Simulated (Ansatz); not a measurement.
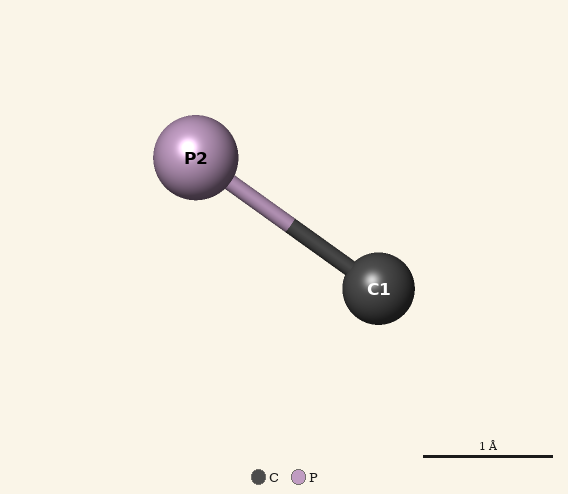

Figure made from data computed with Ansatz.

Atoms carry their numbers in the input. Charge 0, doublet. Geometry: a fixed input geometry, not necessarily a minimum.

List the bonds and their lengths.

| bond | length (Å) |
| --- | --- |
| C1–P2 | 1.762 |
